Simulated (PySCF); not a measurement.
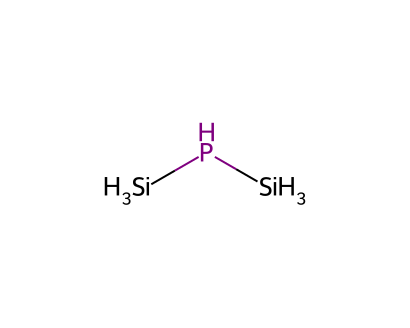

Source: calculation with PySCF.

Write the SMILES.

Answer. [SiH3]P[SiH3]

What is the molecular formula?

Answer. H7PSi2.

An optimisation with PBE0-D3(BJ)/def2-SVP gave a structure of which point group?

Answer. Cs.
